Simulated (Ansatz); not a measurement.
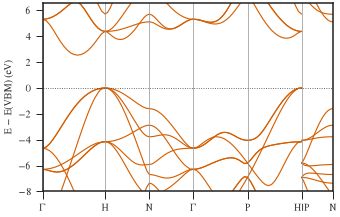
*Band structure from DFT-r²SCAN in the program Ansatz with PAW potentials*

Read off the gap and where the band edges lie.

About 2.5 eV (2.53 eV by a search for the band edges); maximum at H, minimum on the Γ–H line, 56 % of the way from Γ.

The material is C in space group Im-3m (No. 229; C on 12d).

The start of the workflow was typed in or built on a structure type; neither database checked (COD, Materials Project) lists it. It is not the phase usual at ambient conditions (space group No. 194, 227). The cell was relaxed with r²SCAN under the symmetry of its start; whether a distortion lowers the energy is not shown.

Potentials: the later of the program's two PAW sets.
